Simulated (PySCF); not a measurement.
# C₂H₁₀OSi₃: electronic excitations

What electronic excitations should C₂H₁₀OSi₃ (`[SiH3]O[C@]1([SiH3])C[SiH2]1`) show?

The runs use PySCF 2.14.0, with density-fitted response routines of our own; the level of theory stands in each step. All values are computed, except where a source is named. Atoms are numbered from 0 throughout.

### 1 The molecule as given

16 atoms, charge 0, multiplicity 1; geometry from: GFN2-xTB.

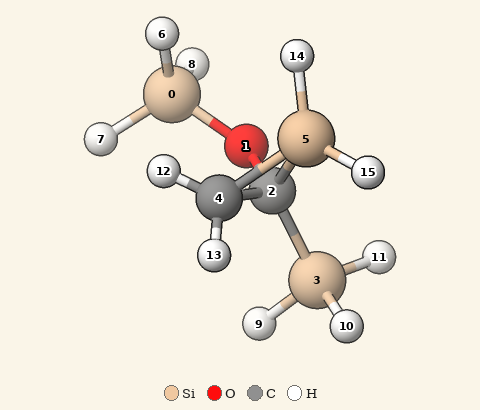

The starting geometry (silicon light orange, oxygen red, carbon grey, hydrogen white), atoms numbered.

### 2 Excited states and response: CAM-B3LYP/def2-SVPD

Job settings and geometry (Å):

```
{"job": {"kind": "uv", "xc": "CAM-B3LYP", "basis": "def2-SVPD", "nstates": 8, "ntriplets": 3}, "charge": 0, "multiplicity": 1}
Si     2.115822    -0.862599     0.731179
O      0.526296    -0.633210     0.826412
C     -0.428625     0.054865     0.064113
Si    -1.985084    -1.022470     0.002711
C      0.058121     0.741575    -1.223774
Si    -0.399591     1.966515     0.121694
H      2.858110     0.405745     0.717769
H      2.507538    -1.612030    -0.468862
H      2.319989    -1.623459     1.954305
H     -1.678210    -2.290654    -0.662793
H     -3.005331    -0.295379    -0.758135
H     -2.430031    -1.271595     1.372705
H      1.097741     0.567007    -1.468387
H     -0.581289     0.610375    -2.086834
H      0.678224     2.599708     0.857118
H     -1.661278     2.674548     0.009368
```

Method: TDDFT CAM-B3LYP/def2-SVPD, vertical, gas phase, core orbitals frozen in the response.

Command:

```console
> OMP_NUM_THREADS=1 python probes_run.py task.json out
```

This one command runs all jobs of the session in turn.

Predict these results of the whole session: lowest singlet (CAM-B3LYP/def2-SVPD); brightest single state of those computed; lowest triplet.

**Answer**, as computed:

| quantity | value |
| --- | --- |
| lowest singlet (CAM-B3LYP/def2-SVPD) | 5.55 eV (223 nm), f = 0.096 |
| brightest single state of those computed | state 2, 5.70 eV, f = 0.117 |
| lowest triplet | 4.43 eV |

What this shows: The lowest singlet, at 5.55 eV, is HOMO→LUMO+1 0.51, HOMO→LUMO 0.37 and is bright; of the 8 states computed, the strongest absorption comes from state 2 at 5.70 eV. The lowest triplet lies 1.12 eV below the lowest singlet (triplets in Tamm-Dancoff, singlets in full TDDFT).
